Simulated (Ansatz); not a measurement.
**One shape, several levels: BSiH5 (SMILES B[SiH3])**

Wanted: a comparison of 6 runs (HF/STO-3G, B2PLYP/STO-3G, B3LYP/STO-3G, RPA@PBE/STO-3G, CCSDT/STO-3G, CCSD(T)/STO-3G) of BSiH5. 

Program for the calculation: Ansatz 0.2.0.

47 further runs of the same task are left out: 47 set aside as unsound or not needed.

**1. The molecule**

The species is BSiH5 (7 atoms), meant as a singlet with charge 0. As SMILES, `B[SiH3]`. The H4–B1 distance was set to 1.793 Å, away from the relaxed value. At this shape a bond of the SMILES string is far longer than usual.

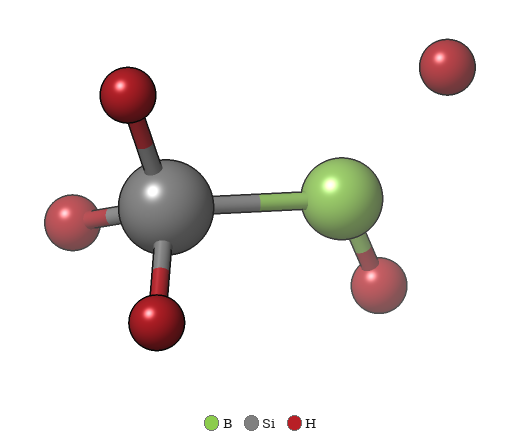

The structure, seen from a chosen angle (boron green, silicon grey, hydrogen red).

**2. A single-point energy at HF/STO-3G (run 1)**

Contents of input.yaml:

```yaml
basis:
  gaussian:
    orbitals: STO-3G
crystal:
  periodic: [false, false, false]
  atoms:
    - {symbol: B, position_ang: [-0.518008, -0.832244, 0.138749]}
    - {symbol: Si, position_ang: [-0.385708, 1.142056, -0.214051]}
    - {symbol: H, position_ang: [-1.600808, -1.333844, 0.224549]}
    - {symbol: H, position_ang: [0.906400, -1.902500, 0.335400]}
    - {symbol: H, position_ang: [-1.090808, 1.450156, -1.492751]}
    - {symbol: H, position_ang: [-1.098408, 1.873456, 0.874049]}
    - {symbol: H, position_ang: [0.999692, 1.675556, -0.305051]}
hamiltonian:
  xc: hf
accuracy: high
magnetization:
  spin_polarized: false
  initial_magnetization: 0
```

On the command line:

```console
$ ansatz run input.yaml --threads 1 --pin off --max-ram 2610MiB --events-out events.jsonl --progress --plain --runs-dir runs
```

What it wrote:

```text
Warning: RAYON_NUM_THREADS=1 ignored (pool sized by the plan → 1); use --threads N
Functional definition: HF
  name "HF"
  exchange = exact_x
  correlation = 0
334 factors; integrals over basis functions are off by at most 6.9e-9 eV
mean field evaluation 1: about -8507.9123 eV, gradient 1.6e1 eV
mean field evaluation 2: about -8507.9059 eV, gradient 1.6e1 eV
mean field evaluation 4: about -8509.4823 eV, gradient 1.2e0 eV
mean field evaluation 8: about -8509.4900 eV, gradient 1.5e-4 eV
mean field -8509.49002574 eV, -312.7179905065 hartree, gradient 1.1e-8 eV, S^2 0.000000; 0 other end points of the search recorded, 0 dependent functions left out
reference -8509.49002574 eV, -312.7179905065 hartree; 12, 12 occupied and 7, 7 virtual orbitals, 334 factors
Total energy: -8509.49002574 eV, -312.7179905065 hartree
```

Wall time 0.08 s (1 thread of Arm Neoverse V2, shared host).

**3. A single-point energy at B2PLYP/STO-3G (run 2)**

Contents of run.yaml:

```yaml
crystal:
  periodic: [false, false, false]
  atoms:
    - {symbol: B, position_ang: [-0.518008, -0.832244, 0.138749]}
    - {symbol: Si, position_ang: [-0.385708, 1.142056, -0.214051]}
    - {symbol: H, position_ang: [-1.600808, -1.333844, 0.224549]}
    - {symbol: H, position_ang: [0.906400, -1.902500, 0.335400]}
    - {symbol: H, position_ang: [-1.090808, 1.450156, -1.492751]}
    - {symbol: H, position_ang: [-1.098408, 1.873456, 0.874049]}
    - {symbol: H, position_ang: [0.999692, 1.675556, -0.305051]}
basis:
  gaussian:
    orbitals: STO-3G
accuracy: high
correlation:
  frozen_orbitals: {B: 1, H: 0, Si: 5}
hamiltonian:
  xc: {name: B2PLYP}
```

On the command line:

```console
$ ansatz run run.yaml --threads 1 --pin off --max-ram 2610MiB --events-out events.jsonl --progress --plain --runs-dir runs
```

What it wrote, cut to the lines that bear on the results:

```text
Warning: RAYON_NUM_THREADS=1 ignored (pool sized by the plan → 1); use --threads N
Functional definition: B2PLYP
  name "B2PLYP"
[...]
334 factors; integrals over basis functions are off by at most 6.9e-9 eV
[...]
mean field -8524.88826949 eV, -313.2838655269 hartree, gradient 3.1e-8 eV, S^2 0.000000; 0 other end points of the search recorded, 0 dependent functions left out
6 core orbitals not correlated: weight in the atoms' cores, before any rotation towards them, 1.000 or more for the frozen orbitals, at most 0.000 for the correlated occupied ones
reference -8524.88828854 eV, -313.2838662272 hartree; 6, 6 occupied and 7, 7 virtual orbitals, 334 factors
second order -3.33097920 eV of doubles, -0.00000000 eV of singles
Total energy: -8525.78765293 eV, -313.3169172586 hartree
```

Wall time 1.4 s (1 thread of Arm Neoverse V2, shared host); peak memory 0.1 GiB.

Runs 3 to 5 aren't shown in full; the table further down has their settings and results.

**4. A single-point energy at CCSD(T)/STO-3G (run 6)**

Contents of run.yaml:

```yaml
crystal:
  periodic: [false, false, false]
  atoms:
    - symbol: B
      position_ang: [-0.518008, -0.832244, 0.138749]
    - symbol: Si
      position_ang: [-0.385708, 1.142056, -0.214051]
    - symbol: H
      position_ang: [-1.600808, -1.333844, 0.224549]
    - symbol: H
      position_ang: [0.906400, -1.902500, 0.335400]
    - symbol: H
      position_ang: [-1.090808, 1.450156, -1.492751]
    - symbol: H
      position_ang: [-1.098408, 1.873456, 0.874049]
    - symbol: H
      position_ang: [0.999692, 1.675556, -0.305051]
basis:
  gaussian: {orbitals: STO-3G}
correlation: {method: ccsd_t, frozen_orbitals: {B: 1, H: 0, Si: 5}}
accuracy: high
scf: {omitted_lower_state_checks: [cluster_reference, increment]}
```

On the command line:

```console
$ ansatz run run.yaml --threads 1 --pin off --max-ram 2610MiB --events-out events.jsonl --progress --plain --runs-dir runs
```

What it wrote:

```text
Warning: RAYON_NUM_THREADS=1 ignored (pool sized by the plan → 1); use --threads N
[... 11 lines left out ...]
6 core orbitals not correlated: weight in the atoms' cores, before any rotation towards them, 1.000 or more for the frozen orbitals, at most 0.000 for the correlated occupied ones
[... 22 lines left out ...]
Total energy: -8513.36702528 eV, -312.8604676115 hartree
Checks for a lower state left out: cluster_reference, increment
```

It took 0.12 s on 1 thread of Arm Neoverse V2, shared host.

**5. Overview of the runs**

| run | level | frozen core orbitals | energy (Eh) | wall time |
| --- | --- | --- | --- | --- |
| 1 | HF/STO-3G | – | -312.717991 | 0.08 s |
| 2 | B2PLYP/STO-3G | 6 | -313.316917 | 1.4 s |
| 3 | B3LYP/STO-3G | – | -313.543946 | 1.1 s |
| 4 | RPA@PBE/STO-3G | 6 | -312.921911 | 1.6 s |
| 5 | CCSDT/STO-3G | 6 | -312.861046 | 0.22 s |
| 6 | CCSD(T)/STO-3G | 6 | -312.860468 | 0.12 s |

**6. Outcome**

| quantity | value |
| --- | --- |
| run 6: total energy | -312.86047 Eh |
| run 6: correlation energy (6 core orbitals frozen) | -142.5 mEh |
| run 6: (T) correction | -1.31 mEh |
| run 6: T1 diagnostic | 0.008 |

**Reading.** Below the HF energy at the same shape and in the same basis (STO-3G): CCSDT -143.1 mEh; CCSD(T) -142.5 mEh. Totals of different functionals can't be ranked against each other. In runs 5, 6 the log says that unrestricted orbitals would lower the reference, so the values rest on an unstable closed-shell determinant (other closed-shell runs at this shape may share the fault). In runs 1, 2, 3, 4, 5, 6 the basis is minimal, so the values are rough. All runs together took 4.4 s, the longest 1.6 s.
